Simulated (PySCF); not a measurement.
# [Dy(H2O)6]3+: other functionals and bases at one geometry

How far do other levels of theory move the description of [Dy(H2O)6]3+, and what does each cost? The structure is generated, not taken from experiment.

Program: PySCF 2.14.0. Level of theory: several levels, as the steps say, no spin–orbit coupling. These are calculated values, not measurements.

2 further runs of the same task are left out: 2 for a known fault of the program.

### 1 The system as given

19 atoms, charge 3, spin multiplicity 1.

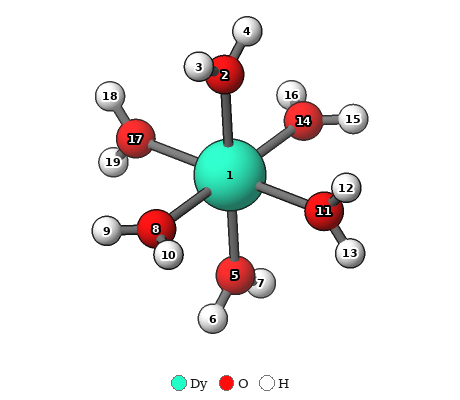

The structure; dysprosium teal, oxygen red, hydrogen white; atoms are numbered from 1 in the order of the file.

Coordinates:

```xyz
19
charge 3, multiplicity 1
Dy    0.00000    0.00000    0.00000
O     0.00000    0.00001    2.35002
H     0.77016   -0.00415    2.95124
H    -0.77016    0.00417    2.95124
O     0.00000   -0.00001   -2.35002
H     0.77017    0.00055   -2.95124
H    -0.77017   -0.00057   -2.95124
O     2.35047   -0.00550    0.00000
H     2.94995   -0.77709    0.00062
H     2.95355    0.76328   -0.00062
O     0.00550    2.34998   -0.00001
H     0.01026    2.95119    0.77022
H     0.00355    2.95120   -0.77024
O    -2.35047    0.00550    0.00000
H    -2.94995    0.77709    0.00062
H    -2.95355   -0.76328   -0.00062
O    -0.00550   -2.34998    0.00001
H    -0.01026   -2.95119    0.77024
H    -0.00355   -2.95121   -0.77022
```

Formal oxidation states: Dy +3. Each metal's 9 4f electrons lie in its core potential, so multiplicities, spins and levels count the valence alone. An earlier session relaxed this geometry at PBE0, Dy lcecp-1-SVP with ECP55, O def2-SVP, H def2-SVP (singlet, point group Th).

At PBE0 on the finer grid: E = -494.010554 Eh, HOMO -22.78 eV, LUMO -12.86 eV, Mulliken charge on Dy1 +1.34 e, largest force component 0.002 eV/Å. 

Levels to run: r2SCAN; TPSSh; PBE; revPBE; PBE0, TZVP. Hardware: 4 threads of Intel Xeon 6975P-C (Granite Rapids), shared host.

### 2 r2SCAN

run.py (the lines that set the calculation) reads:

```python
mol = gto.M(atom='''
Dy     0.00000     0.00000     0.00000
O      0.00000     0.00001     2.35002
H      0.77016    -0.00415     2.95124
H     -0.77016     0.00417     2.95124
O      0.00000    -0.00001    -2.35002
H      0.77017     0.00055    -2.95124
H     -0.77017    -0.00057    -2.95124
O      2.35047    -0.00550     0.00000
H      2.94995    -0.77709     0.00062
H      2.95355     0.76328    -0.00062
O      0.00550     2.34998    -0.00001
H      0.01026     2.95119     0.77022
H      0.00355     2.95120    -0.77024
O     -2.35047     0.00550     0.00000
H     -2.94995     0.77709     0.00062
H     -2.95355    -0.76328    -0.00062
O     -0.00550    -2.34998     0.00001
H     -0.01026    -2.95119     0.77024
H     -0.00355    -2.95121    -0.77022''',
    basis={'Dy': 'lcecp-1-SVP', 'O': 'def2-SVP', 'H': 'def2-SVP'},
    ecp={'Dy': 'lcecp-1-SVP'},
    charge=3, spin=0)
mf = dft.RKS(mol, xc='R2SCAN')
mf.grids.atom_grid = (75, 302)  # f atoms: unpruned, at least (60, 302)
mf = mf.density_fit()  # fitting sets: Dy AutoAux, O def2-universal-JKFIT, H def2-universal-JKFIT
mf.conv_tol = 1e-08; mf.max_cycle = 55
mf.kernel(dm0)  # dm0: the density of the relaxed state
```

On the command line:

```bash
$ OMP_NUM_THREADS=4 python run.py
```

The log of the run:

```text
init E= -494.287607179732
  HOMO = -0.784631259386972  LUMO = -0.501840915923484  gap/eV = 7.69512
cycle= 1 E= -494.288748753022  delta_E= -0.00114  |g|= 0.0162  |ddm|= 0.105
  HOMO = -0.782904899919305  LUMO = -0.495459675921655  gap/eV = 7.82178
cycle= 2 E= -494.288773627659  delta_E= -2.49e-05  |g|= 0.0132  |ddm|= 0.0395
  HOMO = -0.784181558420506  LUMO = -0.498557128403693  gap/eV = 7.77224
cycle= 3 E= -494.288817469892  delta_E= -4.38e-05  |g|= 0.00213  |ddm|= 0.0162
  HOMO = -0.784020384476218  LUMO = -0.498661304692165  gap/eV = 7.76502
cycle= 4 E= -494.288818277895  delta_E= -8.08e-07  |g|= 0.000555  |ddm|= 0.00191
  HOMO = -0.784032739890528  LUMO = -0.498612953357461  gap/eV = 7.76667
cycle= 5 E= -494.288818343472  delta_E= -6.56e-08  |g|= 3.37e-05  |ddm|= 0.000428
  HOMO = -0.78402976290155  LUMO = -0.49860471971649  gap/eV = 7.76681
cycle= 6 E= -494.288818343713  delta_E= -2.41e-10  |g|= 4.72e-06  |ddm|= 5.18e-05
  HOMO = -0.784030234246875  LUMO = -0.498607274160441  gap/eV = 7.76675
Extra cycle  E= -494.288818343718  delta_E= -4.89e-12  |g|= 4.18e-06  |ddm|= 1.35e-05
converged SCF energy = -494.288818343718
```

Run time: 20 s. Hardware: 4 threads of Intel Xeon 6975P-C (Granite Rapids), shared host.

Result: E = -494.288818 Eh, HOMO -21.33 eV, LUMO -13.57 eV, Mulliken charge on Dy1 +1.31 e, largest force component 0.188 eV/Å. 

### 3 TPSSh

Edit run.py (the lines that set the calculation) of step 2 so:

```diff
@@ -23,3 +23,3 @@
     charge=3, spin=0)
-mf = dft.RKS(mol, xc='R2SCAN')
+mf = dft.RKS(mol, xc='TPSSH')
 mf.grids.atom_grid = (75, 302)  # f atoms: unpruned, at least (60, 302)
```

On the command line:

```bash
$ OMP_NUM_THREADS=4 python run.py
```

The log of the run:

```text
init E= -494.473701807633
  HOMO = -0.798381607291411  LUMO = -0.488144900197631  gap/eV = 8.44197
cycle= 1 E= -494.474673567348  delta_E= -0.000972  |g|= 0.0118  |ddm|= 0.0765
  HOMO = -0.797108260734609  LUMO = -0.485013307718423  gap/eV = 8.49254
cycle= 2 E= -494.474671265124  delta_E= 2.3e-06  |g|= 0.0132  |ddm|= 0.0227
  HOMO = -0.798412787120504  LUMO = -0.486328934292289  gap/eV = 8.49223
cycle= 3 E= -494.474701680555  delta_E= -3.04e-05  |g|= 0.00254  |ddm|= 0.00986
  HOMO = -0.798306487888896  LUMO = -0.486708151618894  gap/eV = 8.47902
cycle= 4 E= -494.474703041305  delta_E= -1.36e-06  |g|= 0.00047  |ddm|= 0.0029
  HOMO = -0.798301951390871  LUMO = -0.486622230323612  gap/eV = 8.48124
cycle= 5 E= -494.474703095107  delta_E= -5.38e-08  |g|= 3.76e-05  |ddm|= 0.00048
  HOMO = -0.798304268272965  LUMO = -0.486621640007225  gap/eV = 8.48132
cycle= 6 E= -494.474703095365  delta_E= -2.58e-10  |g|= 3.89e-06  |ddm|= 3.87e-05
  HOMO = -0.798305265584267  LUMO = -0.486623493840114  gap/eV = 8.48129
Extra cycle  E= -494.474703095364  delta_E= 6.82e-13  |g|= 3.66e-06  |ddm|= 7.94e-06
converged SCF energy = -494.474703095364
```

It took 18 s on 4 threads of Intel Xeon 6975P-C (Granite Rapids), shared host.

Read off: E = -494.474703 Eh, HOMO -21.72 eV, LUMO -13.24 eV, Mulliken charge on Dy1 +1.31 e, largest force component 0.235 eV/Å. 

### 4 PBE

Edit run.py (the lines that set the calculation) of step 3 so:

```diff
@@ -23,3 +23,3 @@
     charge=3, spin=0)
-mf = dft.RKS(mol, xc='TPSSH')
+mf = dft.RKS(mol, xc='PBE')
 mf.grids.atom_grid = (75, 302)  # f atoms: unpruned, at least (60, 302)
```

On the command line:

```bash
$ OMP_NUM_THREADS=4 python run.py
```

The log of the run:

```text
init E= -494.005629226513
  HOMO = -0.761705690327828  LUMO = -0.514152386234303  gap/eV = 6.73627
cycle= 1 E= -494.009768713659  delta_E= -0.00414  |g|= 0.0635  |ddm|= 0.288
  HOMO = -0.771317213370953  LUMO = -0.501556870179731  gap/eV = 7.34055
cycle= 2 E= -494.00806556874  delta_E= 0.0017  |g|= 0.116  |ddm|= 0.158
  HOMO = -0.765442261518421  LUMO = -0.50610148433561  gap/eV = 7.05702
cycle= 3 E= -494.010759863164  delta_E= -0.00269  |g|= 0.0101  |ddm|= 0.0834
  HOMO = -0.766248955480264  LUMO = -0.508578308740003  gap/eV = 7.01158
cycle= 4 E= -494.010790210168  delta_E= -3.03e-05  |g|= 0.00129  |ddm|= 0.0152
  HOMO = -0.76613287032213  LUMO = -0.508520838921543  gap/eV = 7.00998
cycle= 5 E= -494.010790525207  delta_E= -3.15e-07  |g|= 0.000135  |ddm|= 0.000965
  HOMO = -0.766121095480769  LUMO = -0.508508380536849  gap/eV = 7.01000
cycle= 6 E= -494.010790528475  delta_E= -3.27e-09  |g|= 6.21e-06  |ddm|= 0.000111
  HOMO = -0.766120903317687  LUMO = -0.508510290442307  gap/eV = 7.00994
Extra cycle  E= -494.010790528471  delta_E= 4.55e-12  |g|= 8.37e-06  |ddm|= 1.37e-05
converged SCF energy = -494.010790528471
```

Run time: 12 s. Hardware: 4 threads of Intel Xeon 6975P-C (Granite Rapids), shared host.

Result: E = -494.010791 Eh, HOMO -20.85 eV, LUMO -13.84 eV, Mulliken charge on Dy1 +1.10 e, largest force component 0.528 eV/Å. 

### 5 revPBE

Edit run.py (the lines that set the calculation) of step 4 so:

```diff
@@ -23,3 +23,3 @@
     charge=3, spin=0)
-mf = dft.RKS(mol, xc='PBE')
+mf = dft.RKS(mol, xc='PBE_R,PBE')
 mf.grids.atom_grid = (75, 302)  # f atoms: unpruned, at least (60, 302)
```

On the command line:

```bash
$ OMP_NUM_THREADS=4 python run.py
```

The log of the run:

```text
init E= -494.372477002647
  HOMO = -0.75978171040084  LUMO = -0.508547908107335  gap/eV = 6.83642
cycle= 1 E= -494.375931901242  delta_E= -0.00345  |g|= 0.0624  |ddm|= 0.267
  HOMO = -0.770791956184304  LUMO = -0.500958653038795  gap/eV = 7.34254
cycle= 2 E= -494.3742365899  delta_E= 0.0017  |g|= 0.115  |ddm|= 0.141
  HOMO = -0.7643185897705  LUMO = -0.503522480899922  gap/eV = 7.09662
cycle= 3 E= -494.37678820633  delta_E= -0.00255  |g|= 0.00613  |ddm|= 0.0775
  HOMO = -0.764752658373683  LUMO = -0.505319790512349  gap/eV = 7.05953
cycle= 4 E= -494.376799484608  delta_E= -1.13e-05  |g|= 0.00131  |ddm|= 0.0117
  HOMO = -0.764631387642822  LUMO = -0.505070719778969  gap/eV = 7.06301
cycle= 5 E= -494.376799926498  delta_E= -4.42e-07  |g|= 0.000123  |ddm|= 0.00141
  HOMO = -0.764621220520086  LUMO = -0.505061628000107  gap/eV = 7.06298
cycle= 6 E= -494.376799929136  delta_E= -2.64e-09  |g|= 1.24e-05  |ddm|= 8.18e-05
  HOMO = -0.764620686792171  LUMO = -0.505066555643056  gap/eV = 7.06283
Extra cycle  E= -494.376799929125  delta_E= 1.1e-11  |g|= 1.59e-05  |ddm|= 3.39e-05
converged SCF energy = -494.376799929125
```

Wall time 12 s (4 threads of Intel Xeon 6975P-C (Granite Rapids), shared host).

It gives: E = -494.376800 Eh, HOMO -20.81 eV, LUMO -13.74 eV, Mulliken charge on Dy1 +1.16 e, largest force component 0.361 eV/Å. 

### 6 PBE0, TZVP

Basis: Dy lcecp-1-TZVP with ECP55, O def2-TZVP, H def2-TZVP. 

Edit run.py (the lines that set the calculation) of step 5 so:

```diff
@@ -20,6 +20,6 @@
 H     -0.00355    -2.95121    -0.77022''',
-    basis={'Dy': 'lcecp-1-SVP', 'O': 'def2-SVP', 'H': 'def2-SVP'},
-    ecp={'Dy': 'lcecp-1-SVP'},
+    basis={'Dy': 'lcecp-1-TZVP', 'O': 'def2-TZVP', 'H': 'def2-TZVP'},
+    ecp={'Dy': 'lcecp-1-TZVP'},
     charge=3, spin=0)
-mf = dft.RKS(mol, xc='PBE_R,PBE')
+mf = dft.RKS(mol, xc='PBE0')
 mf.grids.atom_grid = (75, 302)  # f atoms: unpruned, at least (60, 302)
@@ -27,2 +27,2 @@
 mf.conv_tol = 1e-08; mf.max_cycle = 55
-mf.kernel(dm0)  # dm0: the density of the relaxed state
+mf.kernel(dm0)  # dm0: free metal ions and neutral atoms
```

On the command line:

```bash
$ OMP_NUM_THREADS=4 python run.py
```

The log of the run:

```text
init E= -485.12705745703
  HOMO = -1.15056270103162  LUMO = -0.69630530192079  gap/eV = 12.36097
cycle= 1 E= -492.788318001382  delta_E= -7.66  |g|= 3.35  |ddm|= 2.84
  HOMO = -0.523551895594647  LUMO = -0.365404200172048  gap/eV = 4.30342
cycle= 2 E= -490.471093653429  delta_E= 2.32  |g|= 4.62  |ddm|= 3.62
  HOMO = -0.866719751387471  LUMO = -0.457036749203721  gap/eV = 11.14804
cycle= 3 E= -494.517420606947  delta_E= -4.05  |g|= 0.367  |ddm|= 2.57
  HOMO = -0.844947525130979  LUMO = -0.495647732107045  gap/eV = 9.50493
cycle= 4 E= -494.542297542029  delta_E= -0.0249  |g|= 0.0847  |ddm|= 0.298
  HOMO = -0.838113393476738  LUMO = -0.47149808018066  gap/eV = 9.97611
cycle= 5 E= -494.544027979148  delta_E= -0.00173  |g|= 0.00621  |ddm|= 0.0888
  HOMO = -0.83905213425068  LUMO = -0.473394540309788  gap/eV = 9.95005
cycle= 6 E= -494.544038369455  delta_E= -1.04e-05  |g|= 0.000515  |ddm|= 0.00772
  HOMO = -0.839070279915872  LUMO = -0.473199484359233  gap/eV = 9.95585
cycle= 7 E= -494.544038465138  delta_E= -9.57e-08  |g|= 0.000262  |ddm|= 0.000881
  HOMO = -0.839041247279553  LUMO = -0.473226149006029  gap/eV = 9.95434
cycle= 8 E= -494.544038474379  delta_E= -9.24e-09  |g|= 0.000165  |ddm|= 0.00023
  HOMO = -0.839057842944573  LUMO = -0.473236763358466  gap/eV = 9.95450
cycle= 9 E= -494.544038478981  delta_E= -4.6e-09  |g|= 1.28e-05  |ddm|= 8.58e-05
  HOMO = -0.839055391480874  LUMO = -0.473236052000251  gap/eV = 9.95445
Extra cycle  E= -494.544038478989  delta_E= -7.84e-12  |g|= 1.24e-05  |ddm|= 1.35e-05
converged SCF energy = -494.544038478989
```

Wall time 37 s (4 threads of Intel Xeon 6975P-C (Granite Rapids), shared host).

Read off: E = -494.544038 Eh, HOMO -22.83 eV, LUMO -12.88 eV, Mulliken charge on Dy1 +1.94 e, largest force component 0.321 eV/Å. 

### 7 All levels side by side

| level | state | HOMO (eV) | gap (eV) | charge on Dy1 (e) | dipole (D) | largest force (eV/Å) | basis functions | time |
| --- | --- | --- | --- | --- | --- | --- | --- | --- |
| PBE0 (relaxed here) | singlet | -22.78 | 9.91 | 1.34 | 0.00 | 0.00 | 177 | 10 s |
| r2SCAN | singlet | -21.33 | 7.77 | 1.31 | 0.00 | 0.19 | 177 | 20 s |
| TPSSh | singlet | -21.72 | 8.48 | 1.31 | 0.00 | 0.23 | 177 | 18 s |
| PBE | singlet | -20.85 | 7.01 | 1.10 | 0.00 | 0.53 | 177 | 12 s |
| revPBE | singlet | -20.81 | 7.06 | 1.16 | 0.00 | 0.36 | 177 | 12 s |
| PBE0, TZVP | singlet | -22.83 | 9.95 | 1.94 | 0.00 | 0.32 | 305 | 37 s |

Times are on 4 threads of Intel Xeon 6975P-C (Granite Rapids), shared host; the first row also made further properties. The dipole of a charged species depends on the origin, so these sizes hold for this origin alone.

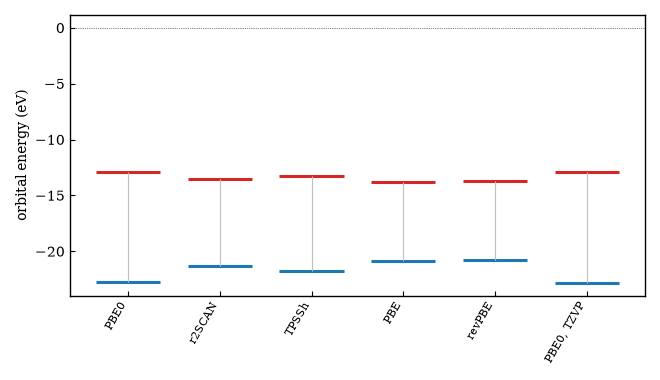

Highest filled and lowest empty level, method by method.

In one basis the HOMO–LUMO gap runs from 7.01 eV (PBE) to 9.91 eV (PBE0). The largest leftover force, 0.53 eV/Å with PBE, stands at a geometry relaxed at another level. The Mulliken charge on Dy spans +1.10 to +1.94 e over the levels. With 4f in the core, its levels are missing from HOMO and gap. Total energies of different levels can't be compared. Spin–orbit coupling is left out throughout.
